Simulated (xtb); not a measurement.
GaH$_{2}$OF: geometry relaxation (part 3 of 3)

The same run, continued: GaH$_{2}$OF, SMILES [OH][GaH][F]; GFN1-xTB (xtb 6.7.1). The geometry comes from this level: PBE0-D4/def2-TZVP.

Geometry of the input (Å):
```
O  -1.1304  -0.5887  -0.2838
Ga 0.3837  0.2805  0.0156
F  0.4383  1.7778  -0.8812
H  -1.2106  -1.4207  0.1872
H  1.5690  -0.1226  0.9209
```

Log, continued:
```
 SCC (total)                   0 d,  0 h,  0 min,  0.002 sec
 SCC setup                      ...        0 min,  0.000 sec (  1.885%)
 Dispersion                     ...        0 min,  0.000 sec (  0.501%)
 classical contributions        ...        0 min,  0.000 sec (  0.167%)
 integral evaluation            ...        0 min,  0.001 sec ( 34.066%)
 iterations                     ...        0 min,  0.000 sec ( 10.440%)
 molecular gradient             ...        0 min,  0.001 sec ( 49.385%)
 printout                       ...        0 min,  0.000 sec (  3.258%)

         :::::::::::::::::::::::::::::::::::::::::::::::::::::
         ::                     SUMMARY                     ::
         :::::::::::::::::::::::::::::::::::::::::::::::::::::
         :: total energy             -12.310224500141 Eh    ::
         :: gradient norm              0.000121096583 Eh/a0 ::
         :: HOMO-LUMO gap              7.230900514776 eV    ::
         ::.................................................::
         :: SCC energy               -12.352591856827 Eh    ::
         :: -> electrostatic           0.075809699454 Eh    ::
         :: repulsion energy           0.043071083462 Eh    ::
         :: dispersion energy         -0.000703726776 Eh    ::
         :: halogen bond corr.         0.000000000000 Eh    ::
         :: add. restraining           0.000000000000 Eh    ::
         :: total charge               0.000000000000 e     ::
         :::::::::::::::::::::::::::::::::::::::::::::::::::::

           -------------------------------------------------
          |                Numerical Hessian                |
           -------------------------------------------------
step length          :   0.00500
SCC accuracy         :   0.30000
Hessian scale factor :   1.00000
frozen atoms in %    :   0.00000    0
RMS gradient         :   0.00012
estimated CPU  time      0.00 min

writing file <hessian>.

 projected vibrational frequencies (cm⁻¹)
eigval :       -0.00    -0.00    -0.00     0.00     0.00     0.00
eigval :      194.48   266.21   364.81   460.08   534.49   565.21
eigval :      614.68  2180.23  3726.36
           -------------------------------------------------
          |                Property Printout                |
           -------------------------------------------------

    * Orbital Energies and Occupations

         #    Occupation            Energy/Eh            Energy/eV
      -------------------------------------------------------------
         1        2.0000           -0.7808614             -21.2483
         2        2.0000           -0.7458909             -20.2967
         3        2.0000           -0.6009005             -16.3513
         4        2.0000           -0.5515061             -15.0072
         5        2.0000           -0.5089564             -13.8494
         6        2.0000           -0.5012533             -13.6398
         7        2.0000           -0.4857458             -13.2178
         8        2.0000           -0.4855814             -13.2133
         9        2.0000           -0.4684608             -12.7475 (HOMO)
        10                         -0.2027301              -5.5166 (LUMO)
        11                         -0.1556734              -4.2361
        12                         -0.1267481              -3.4490
        13                         -0.0784871              -2.1357
        14                         -0.0749621              -2.0398
        15                         -0.0670322              -1.8240
        16                         -0.0607232              -1.6524
        17                          0.0031440               0.0856
        18                          0.0137592               0.3744
        19                          0.3585187               9.7558
        20                          0.4201547              11.4330
        21                          0.9566918              26.0329
      -------------------------------------------------------------
Molecule has the following symmetry elements: (sigma)
It seems to be the Cs point group
                  HL-Gap            0.2657307 Eh            7.2309 eV
             Fermi-level           -0.3355954 Eh           -9.1320 eV

  Mulliken/CM5 charges         n(s)   n(p)   n(d)
     1O    -0.58460 -0.79369   1.644  4.941  0.000
     2Ga    0.62878  0.61337   1.054  1.019  0.298
     3F    -0.34276 -0.35923   1.779  5.564  0.000
     4H     0.34727  0.52194   0.653  0.000  0.000
     5H    -0.04869  0.01762   1.049  0.000  0.000

Wiberg/Mayer (AO) data.
largest (>0.10) Wiberg bond orders for each atom

 ---------------------------------------------------------------------------
     #   Z sym  total        # sym  WBO       # sym  WBO       # sym  WBO
 ---------------------------------------------------------------------------
     1   8 O    2.119 --     2 Ga   1.170     4 H    0.855
     2  31 Ga   3.114 --     1 O    1.170     3 F    1.041     5 H    0.886
     3   9 F    1.140 --     2 Ga   1.041
     4   1 H    0.882 --     1 O    0.855
     5   1 H    1.003 --     2 Ga   0.886
 ---------------------------------------------------------------------------

Topologies differ in total number of bonds
Writing topology from bond orders to xtbtopo.mol

 dipole moment from electron density (au)
     X       Y       Z
   0.4119  -1.3275   1.0494  total (Debye):    4.427

           -------------------------------------------------
          |                Geometry Summary                 |
           -------------------------------------------------

      molecular mass/u    :      106.7367556
   center of mass at/Å    :        0.2013408       0.3843400      -0.1495738
  moments of inertia/u·Å² :        0.2711097E+02   0.7444947E+02   0.1015604E+03
rotational constants/cm⁻¹ :        0.6218011E+00   0.2264305E+00   0.1659862E+00

 * 4 selected distances

     #   Z          #   Z                                           value/Å
     1   8 O        2  31 Ga                                      1.7540355 (max)
     2  31 Ga       3   9 F                                       1.7017351
     1   8 O        4   1 H                                       0.9556073 (min)
     2  31 Ga       5   1 H                                       1.4990144

 * 4 distinct bonds (by element types)

   Z      Z             #   av. dist./Å        max./Å        min./Å
   1 H    8 O           1     0.9556073     0.9556073     0.9556073
   1 H   31 Ga          1     1.4990144     1.4990144     1.4990144
   8 O   31 Ga          1     1.7540355     1.7540355     1.7540355
   9 F   31 Ga          1     1.7017351     1.7017351     1.7017351

           -------------------------------------------------
          |               Frequency Printout                |
           -------------------------------------------------
 projected vibrational frequencies (cm⁻¹)
eigval :       -0.00    -0.00    -0.00     0.00     0.00     0.00
eigval :      194.48   266.21   364.81   460.08   534.49   565.21
eigval :      614.68  2180.23  3726.36
 reduced masses (amu)
   1: 35.23   2: 40.03   3: 47.90   4: 33.13   5: 25.69   6: 37.55   7: 25.92   8:  2.75
   9:  6.96  10:  3.82  11: 16.61  12: 17.80  13: 23.02  14:  1.93  15:  1.90
 IR intensities (km·mol⁻¹)
   1:  6.77   2:  2.84   3:  2.18   4:  3.99   5:  1.47   6: 13.24   7:  9.65   8:326.91
   9: 58.39  10:266.88  11:243.92  12: 45.72  13: 52.23  14:268.55  15: 49.48
 Raman intensities (Ä⁴*amu⁻¹)
   1:  0.00   2:  0.00   3:  0.00   4:  0.00   5:  0.00   6:  0.00   7:  0.00   8:  0.00
   9:  0.00  10:  0.00  11:  0.00  12:  0.00  13:  0.00  14:  0.00  15:  0.00
 output can be read by thermo (or use thermo option).
 writing <g98.out> molden fake output.
 recommended (thermochemical) frequency scaling factor: 1.0
           -------------------------------------------------
          |             Thermodynamic Functions             |
           -------------------------------------------------

cs  symmetry found (for desy threshold:  0.10E+00) used in thermo

          ...................................................
          :                      SETUP                      :
          :.................................................:
          :  # frequencies                           9      :
          :  # imaginary freq.                       0      :
          :  linear?                             false      :
          :  only rotor calc.                    false      :
          :  symmetry                               cs      :
          :  rotational number                       1      :
          :  scaling factor                  1.0000000      :
          :  rotor cutoff                   50.0000000 cm⁻¹ :
          :  imag. cutoff                  -20.0000000 cm⁻¹ :
          :.................................................:

    mode    ω/cm⁻¹     T·S(HO)/kcal·mol⁻¹    T·S(FR)/kcal·mol⁻¹   T·S(vib)
   ------------------------------------------------------------------------
       1    194.48    -0.65136 ( 99.57%)    -0.65378 (  0.43%)    -0.65137
       2    266.21    -0.48320 ( 99.88%)    -0.56087 (  0.12%)    -0.48330
   ------------------------------------------------------------------------

   temp. (K)  partition function   enthalpy   heat capacity  entropy
                                   cal/mol     cal/K/mol   cal/K/mol   J/K/mol
 298.15  VIB   3.76                 1359.479      9.748      7.190
         ROT  0.346E+05              888.752      2.981     23.750
         INT  0.130E+06             2248.231     12.729     30.940
         TR   0.107E+28             1481.254      4.968     39.894
         TOT                        3729.4849    17.6973    70.8346   296.3718

       T/K    H(0)-H(T)+PV         H(T)/Eh          T*S/Eh         G(T)/Eh
   ------------------------------------------------------------------------
    298.15    0.594331E-02    0.262339E-01    0.336558E-01   -0.742185E-02
   ------------------------------------------------------------------------

         :::::::::::::::::::::::::::::::::::::::::::::::::::::
         ::                  THERMODYNAMIC                  ::
         :::::::::::::::::::::::::::::::::::::::::::::::::::::
         :: total free energy         -12.317646346239 Eh   ::
         ::.................................................::
         :: total energy              -12.310224500141 Eh   ::
         :: zero point energy           0.020290626362 Eh   ::
         :: G(RRHO) w/o ZPVE           -0.027712472461 Eh   ::
         :: G(RRHO) contrib.           -0.007421846098 Eh   ::
         :::::::::::::::::::::::::::::::::::::::::::::::::::::

optimized geometry written to: xtbopt.xyz

           -------------------------------------------------
          | TOTAL ENERGY              -12.310224500141 Eh   |
          | TOTAL ENTHALPY            -12.283990561344 Eh   |
          | TOTAL FREE ENERGY         -12.317646346239 Eh   |
          | GRADIENT NORM               0.000121095939 Eh/α |
          | HOMO-LUMO GAP               7.230900460105 eV   |
           -------------------------------------------------

------------------------------------------------------------------------
------------------------------------------------------------------------
 total:
 *  cpu-time:     0 d,  0 h,  0 min,  0.088 sec
 * ratio c/w:     1.000 speedup
 SCF:
 *  cpu-time:     0 d,  0 h,  0 min,  0.003 sec
 * ratio c/w:     1.000 speedup
 ANC optimizer:
 *  cpu-time:     0 d,  0 h,  0 min,  0.025 sec
 * ratio c/w:     1.000 speedup
 analytical hessian:
 *  cpu-time:     0 d,  0 h,  0 min,  0.055 sec
 * ratio c/w:     1.000 speedup
```

File vibspectrum:
```
$vibrational spectrum
#  mode     symmetry     wave number   IR intensity    selection rules
#                         cm**(-1)      (km*mol⁻¹)        IR
     1                      -0.00         0.00000          -
     2                      -0.00         0.00000          -
     3                      -0.00         0.00000          -
     4                       0.00         0.00000          -
     5                       0.00         0.00000          -
     6                       0.00         0.00000          -
     7        a            194.48         9.64640         YES
     8        a            266.21       326.90924         YES
     9        a            364.81        58.39121         YES
    10        a            460.08       266.88161         YES
    11        a            534.49       243.92008         YES
    12        a            565.21        45.71751         YES
    13        a            614.68        52.23433         YES
    14        a           2180.23       268.55373         YES
    15        a           3726.36        49.47684         YES
$end
```

Trajectory as extended XYZ (Å, eV, eV/Å), 12 frames, from step=0 to step=11:
```
5
Properties=species:S:1:pos:R:3 step=0 energy=-334.91650
O    -1.1304   -0.5887   -0.2838
Ga    0.3837    0.2805    0.0156
F     0.4383    1.7778   -0.8812
H    -1.2106   -1.4207    0.1872
H     1.5690   -0.1226    0.9209
5
Properties=species:S:1:pos:R:3 step=1 energy=-334.94829
O    -1.1185   -0.5862   -0.2788
Ga    0.3953    0.2748    0.0256
F     0.4412    1.7580   -0.8674
H    -1.2309   -1.4235    0.1777
H     1.5630   -0.0968    0.9015
5
Properties=species:S:1:pos:R:3 step=2 energy=-334.96280
O    -1.1033   -0.5832   -0.2721
Ga    0.4082    0.2726    0.0338
F     0.4356    1.7353   -0.8563
H    -1.2644   -1.4269    0.1613
H     1.5739   -0.0714    0.8920
5
Properties=species:S:1:pos:R:3 step=3 energy=-334.97008
O    -1.0912   -0.5827   -0.2660
Ga    0.4160    0.2743    0.0385
F     0.4269    1.7209   -0.8526
H    -1.2942   -1.4290    0.1458
H     1.5925   -0.0572    0.8930
5
Properties=species:S:1:pos:R:3 step=4 energy=-334.97441
O    -1.0797   -0.5846   -0.2572
Ga    0.4246    0.2766    0.0358
F     0.4171    1.7166   -0.8537
H    -1.3165   -1.4289    0.1343
H     1.6046   -0.0534    0.8994
5
Properties=species:S:1:pos:R:3 step=5 energy=-334.97607
O    -1.0682   -0.5900   -0.2523
Ga    0.4224    0.2892    0.0504
F     0.4129    1.7154   -0.8622
H    -1.3306   -1.4306    0.1240
H     1.6135   -0.0576    0.8988
5
Properties=species:S:1:pos:R:3 step=6 energy=-334.97708
O    -1.0582   -0.5928   -0.2382
Ga    0.4413    0.2795    0.0310
F     0.4028    1.7223   -0.8613
H    -1.3524   -1.4297    0.1172
H     1.6165   -0.0531    0.9099
5
Properties=species:S:1:pos:R:3 step=7 energy=-334.97797
O    -1.0594   -0.5937   -0.2407
Ga    0.4359    0.2817    0.0414
F     0.4070    1.7196   -0.8619
H    -1.3521   -1.4312    0.1156
H     1.6187   -0.0501    0.9043
5
Properties=species:S:1:pos:R:3 step=8 energy=-334.97823
O    -1.0593   -0.5950   -0.2405
Ga    0.4347    0.2802    0.0457
F     0.4090    1.7187   -0.8614
H    -1.3559   -1.4320    0.1132
H     1.6215   -0.0456    0.9018
5
Properties=species:S:1:pos:R:3 step=9 energy=-334.97827
O    -1.0580   -0.5960   -0.2391
Ga    0.4360    0.2779    0.0465
F     0.4088    1.7181   -0.8607
H    -1.3614   -1.4322    0.1106
H     1.6246   -0.0416    0.9014
5
Properties=species:S:1:pos:R:3 step=10 energy=-334.97827
O    -1.0583   -0.5958   -0.2393
Ga    0.4357    0.2779    0.0457
F     0.4088    1.7183   -0.8607
H    -1.3599   -1.4317    0.1113
H     1.6238   -0.0425    0.9017
5
Properties=species:S:1:pos:R:3 step=11 energy=-334.97827
O    -1.0580   -0.5957   -0.2393
Ga    0.4359    0.2782    0.0458
F     0.4084    1.7181   -0.8608
H    -1.3603   -1.4317    0.1111
H     1.6239   -0.0426    0.9018
```

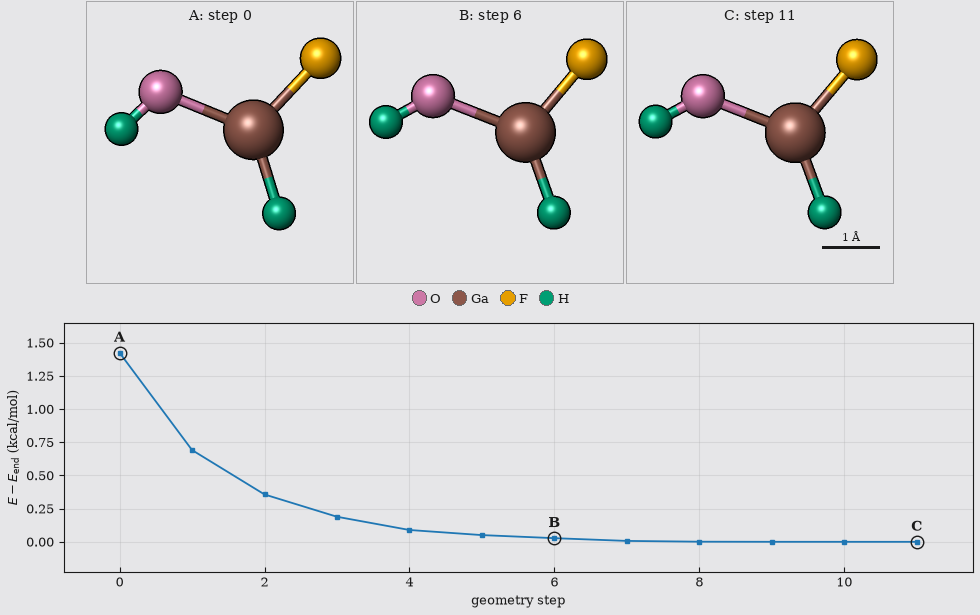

Fig. 1: Frames of the relaxation (ball-and-stick view, seen on its broad side) above the curves, on which the letters mark them (steps are counted from 0).

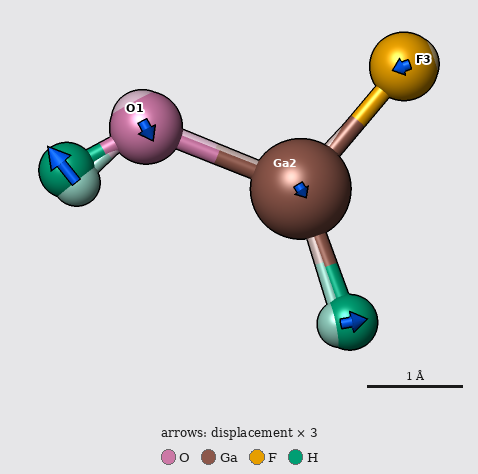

Fig. 2: Start (faint) and end (solid) with the displacements as blue arrows, magnified 3 times (ball-and-stick view, seen on its broad side). The two geometries are laid on each other by the best rigid fit. H4 moves most after the best rigid fit: 0.17 Å. Largest moves by element: H 0.17 Å, O 0.09 Å, F 0.07 Å, Ga 0.06 Å. Among the contacts that change: Ga2–H5 1.545 → 1.499 Å, Ga2–F3 1.746 → 1.702 Å, O1–Ga2 1.771 → 1.754 Å. Among the angles that change: Ga2–O1–H4 114.5° → 130.2°, O1–Ga2–H5 128.8° → 131.4°, O1–Ga2–F3 111.1° → 108.7°. After 11 geometry steps the energy has fallen by 1.42 kcal/mol. (Atoms are counted from 1 in the order of the input.)

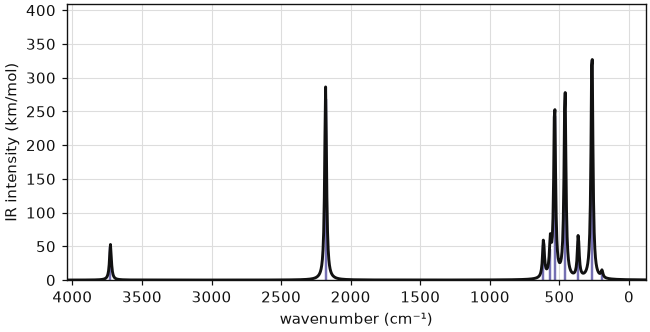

Fig. 3: Harmonic infrared spectrum, unscaled: sticks (degenerate modes added up, dark ones marked on the axis) with a Lorentzian envelope of 16 cm⁻¹ full width, scaled to the tallest stick. 9 modes from 194 to 3726 cm⁻¹, none imaginary. The strongest line is at 266 cm⁻¹ (327 km/mol). All modes, in cm⁻¹ (km/mol): 194 (9.6), 266 (327), 365 (58), 460 (267), 534 (244), 565 (46), 615 (52), 2180 (269), 3726 (49).

Summary:

```csv
quantity,value
outcome,converged
electrons treated,18
total energy,−12.310225 hartree
dispersion energy,−0.000704 hartree
basis functions,22
HOMO,−12.75 eV
LUMO,−5.52 eV
zero-point energy,0.020291 hartree
dipole moment,4.43 D
"wavenumbers, lowest and highest",194 and 3726 cm⁻¹
hardware,"1 thread of Intel Xeon (Granite Rapids), 96 GiB of memory available, shared host"
peak memory,0.07 GiB
```
